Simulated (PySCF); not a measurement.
# C4H8Ge: electronic excitations at several levels of theory, part 2 of 2

PySCF 2.14.0. Atoms count from 0.

## Step 9: TDDFT and polarisability: LC-wPBE/def2-SVPD

What the job is given:

```
{"job": {"kind": "uv", "xc": "LC-wPBE", "basis": "def2-SVPD", "ip": true}, "charge": 0, "multiplicity": 1}
C      2.357812     0.631066    -0.328347
C      1.106815    -0.012732     0.039788
C      0.067007    -0.555033     0.351971
C     -1.199583    -1.162579     0.707669
Ge    -2.712800     0.027290     0.268152
H      2.951673     0.885030     0.563825
H      2.180464     1.563822    -0.887032
H      2.973926    -0.025899    -0.962219
H     -1.349394    -2.113953     0.170879
H     -1.244852    -1.390212     1.785468
H     -4.036531    -0.645282     0.685555
H     -2.550603     1.356380     1.024944
H     -2.727863     0.292788    -1.246658
```

With the program's defaults for keys left out, this is: TDDFT LC-wPBE/def2-SVPD, vertical, gas phase, core orbitals frozen in the response.

What it wrote:

```text
coarse grid: 47912 points
cycle   1  E = -2233.3859507831  dE = -1.522e-01  |g| = 4.721e-01  |ddm| = 7.502e+00
cycle   2  E = -2233.4101276785  dE = -2.418e-02  |g| = 3.976e-01  |ddm| = 2.322e+00
cycle   3  E = -2233.4264787811  dE = -1.635e-02  |g| = 3.753e-02  |ddm| = 5.273e-01
cycle   4  E = -2233.4268415903  dE = -3.628e-04  |g| = 1.390e-02  |ddm| = 2.824e-01
cycle   5  E = -2233.4268961814  dE = -5.459e-05  |g| = 3.737e-03  |ddm| = 6.028e-02
cycle   6  E = -2233.4268993192  dE = -3.138e-06  |g| = 2.072e-03  |ddm| = 1.543e-02
final grid: 100848 points
cycle   7  E = -2233.4268673200  dE =  3.480e-07  |g| = 2.635e-03  |ddm| = 1.008e-02
cycle   8  E = -2233.4268661966  dE =  1.123e-06  |g| = 3.442e-03  |ddm| = 8.685e-03
cycle   9  E = -2233.4268689344  dE = -2.738e-06  |g| = 9.481e-05  |ddm| = 4.862e-03
cycle  10  E = -2233.4268689374  dE = -3.059e-09  |g| = 2.477e-05  |ddm| = 2.823e-04
cycle  11  E = -2233.4268689380  dE = -5.339e-10  |g| = 7.298e-06  |ddm| = 2.166e-04
converged SCF energy = -2233.4268689380

Static polarisability (au): isotropic 79.347, principal 62.503 67.921 107.618

Singlet excitations
state   eV       nm        f      main configurations
  1   6.4314    192.8   0.00004   H->L+3 0.31, H->L+6 0.28
  2   6.7683    183.2   0.03594   H-1->L+3 0.16, H->L+4 0.16, H-1->L+6 0.15
  3   6.8220    181.7   0.00014   H-1->L+4 0.21, H-1->L+8 0.11, H->L+3 0.10
  4   7.0931    174.8   0.00099   H->L+1 0.49, H->L 0.38
  5   7.4451    166.5   0.00876   H-1->L+1 0.48, H-1->L 0.34
  6   8.0700    153.6   0.01398   H->L+2 0.61, H->L 0.18
  7   8.2367    150.5   0.28248   H->L 0.25, H->L+2 0.24, H->L+1 0.22
  8   8.5549    144.9   0.00078   H-1->L+2 0.83
  9   8.7008    142.5   0.29895   H->L+4 0.46, H->L+5 0.19
 10   8.8031    140.8   0.00529   H->L+3 0.40, H->L+6 0.32, H-4->L+3 0.08

Triplet excitations (Tamm-Dancoff, eV): 5.2145 5.7617 5.7624 6.5206
Vertical ionisation energy (delta-SCF) = 9.1290 eV
```

Run time: 2.1 min. Hardware: 1 thread of Arm Neoverse N1, shared host; peak memory 0.86 GiB.

Key values: HOMO -9.55 eV, LUMO 1.93 eV; lowest singlet 6.43 eV.

## Step 10: Ultraviolet spectrum: PBE0/6-31G*

The job, as its differences from that of step 9:

```diff
@@ -1,2 +1,2 @@
-{"job": {"kind": "uv", "xc": "LC-wPBE", "basis": "def2-SVPD", "ip": true}, "charge": 0, "multiplicity": 1}
+{"job": {"kind": "uv", "xc": "PBE0", "basis": "6-31G*"}, "charge": 0, "multiplicity": 1}
 C      2.357812     0.631066    -0.328347
```

Method: TDDFT PBE0/6-31G*, vertical, gas phase, core orbitals frozen in the response.

What it wrote:

```text
coarse grid: 47912 points
cycle   1  E = -2233.3773071117  dE = -2.394e-01  |g| = 4.727e-01  |ddm| = 3.305e+00
cycle   2  E = -2233.3790870464  dE = -1.780e-03  |g| = 4.818e-01  |ddm| = 8.422e-01
cycle   3  E = -2233.4206156184  dE = -4.153e-02  |g| = 3.315e-02  |ddm| = 4.643e-01
cycle   4  E = -2233.4207594592  dE = -1.438e-04  |g| = 1.470e-02  |ddm| = 4.525e-02
cycle   5  E = -2233.4207949788  dE = -3.552e-05  |g| = 7.725e-03  |ddm| = 1.842e-02
cycle   6  E = -2233.4208083283  dE = -1.335e-05  |g| = 2.974e-03  |ddm| = 9.010e-03
cycle   7  E = -2233.4208105128  dE = -2.184e-06  |g| = 1.982e-04  |ddm| = 3.073e-03
final grid: 100848 points
cycle   8  E = -2233.4208333148  dE = -6.785e-09  |g| = 2.365e-04  |ddm| = 1.384e-03
cycle   9  E = -2233.4208333016  dE =  1.322e-08  |g| = 3.408e-04  |ddm| = 5.580e-04
cycle  10  E = -2233.4208333267  dE = -2.513e-08  |g| = 8.328e-05  |ddm| = 3.352e-04
cycle  11  E = -2233.4208333285  dE = -1.843e-09  |g| = 6.224e-06  |ddm| = 7.518e-05
cycle  12  E = -2233.4208333286  dE = -9.095e-12  |g| = 9.246e-07  |ddm| = 1.019e-05
converged SCF energy = -2233.4208333286

Static polarisability (au): isotropic 67.921, principal 49.475 54.844 99.445

Singlet excitations
state   eV       nm        f      main configurations
  1   6.3432    195.5   0.00009   H->L+2 0.47, H-1->L 0.30, H-1->L+1 0.17
  2   6.4937    190.9   0.09993   H->L 0.75, H-1->L+2 0.18
  3   6.5769    188.5   0.00021   H->L+2 0.47, H-1->L 0.39, H-1->L+1 0.10
  4   6.8782    180.3   0.00648   H->L+1 0.60, H-1->L+2 0.20, H->L 0.17
  5   7.1788    172.7   0.00005   H-1->L+1 0.68, H-1->L 0.29
  6   7.8825    157.3   0.00282   H->L+3 0.97
  7   7.9830    155.3   0.00036   H->L+4 0.95
  8   8.2634    150.0   0.01401   H-1->L+3 0.94
  9   8.3072    149.2   0.41355   H-1->L+4 0.31, H-1->L+2 0.29, H->L+1 0.15
 10   8.4433    146.8   0.18977   H-1->L+4 0.57, H->L+5 0.30

Triplet excitations (Tamm-Dancoff, eV): 5.1488 5.6780 5.6912 6.3471
```

It took 17 s on 1 thread of Arm Neoverse N1, shared host; peak memory 0.56 GiB.

This run: HOMO -6.61 eV, LUMO 1.01 eV; lowest singlet 6.34 eV.

## Step 11: Excited states and response: PBE0/def2-SVP

The job, as its differences from that of step 10:

```diff
@@ -1,2 +1,2 @@
-{"job": {"kind": "uv", "xc": "PBE0", "basis": "6-31G*"}, "charge": 0, "multiplicity": 1}
+{"job": {"kind": "uv", "xc": "PBE0", "basis": "def2-SVP"}, "charge": 0, "multiplicity": 1}
 C      2.357812     0.631066    -0.328347
```

Method: TDDFT PBE0/def2-SVP, vertical, gas phase, core orbitals frozen in the response.

What it wrote:

```text
coarse grid: 47912 points
cycle   1  E = -2233.3021357972  dE = -2.839e-01  |g| = 4.525e-01  |ddm| = 3.745e+00
cycle   2  E = -2233.3030972292  dE = -9.614e-04  |g| = 4.616e-01  |ddm| = 8.660e-01
cycle   3  E = -2233.3411475088  dE = -3.805e-02  |g| = 3.061e-02  |ddm| = 4.691e-01
cycle   4  E = -2233.3413014762  dE = -1.540e-04  |g| = 1.072e-02  |ddm| = 3.835e-02
cycle   5  E = -2233.3413251279  dE = -2.365e-05  |g| = 3.694e-03  |ddm| = 1.400e-02
cycle   6  E = -2233.3413277712  dE = -2.643e-06  |g| = 2.024e-03  |ddm| = 5.441e-03
final grid: 100848 points
cycle   7  E = -2233.3413299734  dE =  4.297e-06  |g| = 4.582e-03  |ddm| = 5.812e-03
cycle   8  E = -2233.3413073746  dE =  2.260e-05  |g| = 1.047e-02  |ddm| = 1.292e-02
cycle   9  E = -2233.3413353276  dE = -2.795e-05  |g| = 1.515e-04  |ddm| = 8.986e-03
cycle  10  E = -2233.3413353318  dE = -4.266e-09  |g| = 9.425e-06  |ddm| = 1.265e-04
cycle  11  E = -2233.3413353319  dE = -2.638e-11  |g| = 1.807e-06  |ddm| = 1.195e-05
converged SCF energy = -2233.3413353319

Static polarisability (au): isotropic 72.096, principal 53.697 58.262 104.328

Singlet excitations
state   eV       nm        f      main configurations
  1   6.3505    195.2   0.00009   H->L+2 0.66, H-1->L 0.16, H-1->L+1 0.12
  2   6.5874    188.2   0.06499   H->L 0.46, H-1->L+2 0.33, H->L+1 0.17
  3   6.6130    187.5   0.00016   H-1->L 0.43, H->L+2 0.29, H-1->L+1 0.24
  4   6.9310    178.9   0.01328   H->L+1 0.57, H->L 0.39
  5   7.2702    170.5   0.00003   H-1->L+1 0.60, H-1->L 0.37
  6   7.7298    160.4   0.01077   H->L+3 0.85, H->L+4 0.10
  7   7.8411    158.1   0.00099   H->L+4 0.85, H->L+3 0.10
  8   8.0403    154.2   0.01901   H->L+5 0.97
  9   8.0985    153.1   0.00102   H-1->L+3 0.81, H-1->L+4 0.11
 10   8.2351    150.6   0.27446   H-1->L+4 0.51, H-1->L+2 0.23, H-1->L+3 0.08

Triplet excitations (Tamm-Dancoff, eV): 5.1728 5.6949 5.6972 6.3768
```

It took 21 s on 1 thread of Arm Neoverse N1, shared host; peak memory 0.69 GiB.

In short: HOMO -6.83 eV, LUMO 1.07 eV; lowest singlet 6.35 eV.

## Step 12: TDDFT and polarisability: PBE0/def2-TZVP

The job, as its differences from that of step 11:

```diff
@@ -1,2 +1,2 @@
-{"job": {"kind": "uv", "xc": "PBE0", "basis": "def2-SVP"}, "charge": 0, "multiplicity": 1}
+{"job": {"kind": "uv", "xc": "PBE0", "basis": "def2-TZVP"}, "charge": 0, "multiplicity": 1}
 C      2.357812     0.631066    -0.328347
```

With the program's defaults for keys left out, this is: TDDFT PBE0/def2-TZVP, vertical, gas phase, core orbitals frozen in the response.

What it wrote:

```text
coarse grid: 47912 points
cycle   1  E = -2233.7088969965  dE = -2.387e-01  |g| = 7.089e-01  |ddm| = 2.976e+00
cycle   2  E = -2233.6949005981  dE =  1.400e-02  |g| = 8.014e-01  |ddm| = 1.436e+00
cycle   3  E = -2233.7691761542  dE = -7.428e-02  |g| = 3.537e-02  |ddm| = 7.396e-01
cycle   4  E = -2233.7693808230  dE = -2.047e-04  |g| = 1.325e-02  |ddm| = 6.378e-02
cycle   5  E = -2233.7694152715  dE = -3.445e-05  |g| = 3.908e-03  |ddm| = 1.775e-02
cycle   6  E = -2233.7694185718  dE = -3.300e-06  |g| = 1.269e-03  |ddm| = 6.268e-03
final grid: 100848 points
cycle   7  E = -2233.7694266162  dE =  1.448e-06  |g| = 2.762e-03  |ddm| = 6.685e-03
cycle   8  E = -2233.7694187354  dE =  7.881e-06  |g| = 6.295e-03  |ddm| = 5.274e-03
cycle   9  E = -2233.7694284749  dE = -9.739e-06  |g| = 1.712e-04  |ddm| = 3.696e-03
cycle  10  E = -2233.7694284820  dE = -7.120e-09  |g| = 2.089e-05  |ddm| = 1.865e-04
cycle  11  E = -2233.7694284821  dE = -5.821e-11  |g| = 2.129e-06  |ddm| = 2.244e-05
converged SCF energy = -2233.7694284821

Static polarisability (au): isotropic 80.332, principal 61.095 67.130 112.771

Singlet excitations
state   eV       nm        f      main configurations
  1   6.2598    198.1   0.00012   H->L+2 0.70, H-1->L+1 0.19
  2   6.4585    192.0   0.07264   H->L 0.38, H->L+1 0.32, H-1->L+2 0.25
  3   6.5019    190.7   0.00010   H-1->L+1 0.57, H->L+2 0.23, H-1->L 0.11
  4   6.5260    190.0   0.00765   H->L 0.59, H->L+1 0.30
  5   6.8642    180.6   0.00051   H-1->L 0.83, H-1->L+1 0.13
  6   7.2451    171.1   0.00001   H->L+3 0.98
  7   7.3998    167.6   0.08293   H->L+4 0.80, H->L+1 0.13
  8   7.5689    163.8   0.00006   H-1->L+3 0.91
  9   7.7160    160.7   0.00163   H->L+5 0.94
 10   7.7974    159.0   0.00223   H-1->L+4 0.87

Triplet excitations (Tamm-Dancoff, eV): 5.1478 5.6378 5.6403 6.2924
```

Run time: 49 s. Hardware: 1 thread of Arm Neoverse N1, shared host; peak memory 0.93 GiB.

Key values: HOMO -6.87 eV, LUMO 0.75 eV; lowest singlet 6.26 eV.

## Step 13: Comparing the runs: electronic excitations

Excitations and ground-state properties, with basis size and wall time:

```csv
run,lowest singlet (eV),brightest (eV),f,gap (eV),α (Å³),μ (D),functions,time
PBE/def2-SVPD,5.47,5.81,0.126,5.41,12.81,0.49,182,1.9 min
B3LYP/def2-SVPD,5.92,6.20,0.114,6.74,12.43,0.44,182,95 s
PBE0/def2-SVPD,6.16,6.40,0.107,7.23,12.29,0.43,182,97 s
BHandHLYP/def2-SVPD,6.28,7.45,0.145,8.74,11.93,0.39,182,87 s
CAM-B3LYP/def2-SVPD,6.31,7.96,0.134,9.16,12.15,0.40,182,1.8 min
wB97X-D/def2-SVPD,6.36,7.63,0.169,10.55,12.15,0.39,182,1.7 min
LC-wPBE/def2-SVPD,6.43,8.70,0.299,11.48,11.76,0.36,182,2.1 min
PBE0/6-31G*,6.34,8.31,0.414,7.62,10.06,0.45,104,17 s
PBE0/def2-SVP,6.35,8.24,0.274,7.90,10.68,0.42,128,21 s
PBE0/def2-TZVP,6.26,7.40,0.083,7.62,11.90,0.43,220,49 s
```

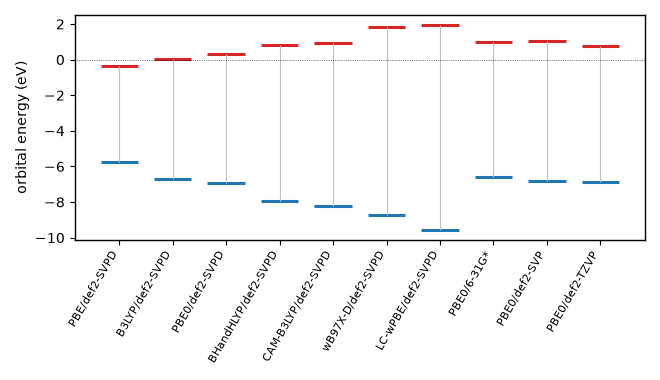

HOMO (blue) and LUMO (red) run by run.

## Step 14: Summary of results

This closing draws on all 2 parts.

| quantity | value |
| --- | --- |
| point group | C1 |
| rotational constants (main isotopes) | 10.83, 1.07, 1.00 GHz |
| lowest singlet (PBE/def2-SVPD) | 5.47 eV (227 nm), f = 0.014 |
| brightest single state of those computed | state 3, 5.81 eV, f = 0.126 |
| lowest triplet | 5.01 eV |
| vertical ionisation energy (ΔSCF) | 8.73 eV |
| range of the lowest singlet | 5.47 to 6.43 eV |

What this shows: Single values in the summary come from the first sound run of each kind (PBE/def2-SVPD), which need not be the best level. The start of the PBE0/def2-SVP relaxation was shaken at random by about 0.01 Å, so part of the energy gained, and of the first lengths quoted, undoes that. The optimisation took 4 steps and gained 0.159 eV; among the close pairs (by a distance rule), C2–C3 changed most, from 1.397 to 1.449 Å. No frequency check was run at this level, so the end point may be a saddle. The first singlet state (HOMO→LUMO 0.89, HOMO→LUMO+1 0.11) lies at 5.47 eV and is weak; of the 10 states computed, the strongest absorption comes from state 3 at 5.81 eV. The lowest triplet lies 0.46 eV below the lowest singlet (triplets in Tamm-Dancoff, singlets in full TDDFT). The brightest state lies above −ε(HOMO) (5.77 eV), where this functional's continuum begins, so it hangs on the basis. ΔSCF puts the ionisation energy at 8.73 eV, 2.96 eV above −ε(HOMO). The lowest singlet runs from 5.47 eV (PBE/def2-SVPD) to 6.43 eV (LC-wPBE/def2-SVPD), while the orbital gap spans 5.41 to 11.48 eV. The lowest state need not be the same one in every run. The runs solved for a few states only, so the brightest column depends on that window.
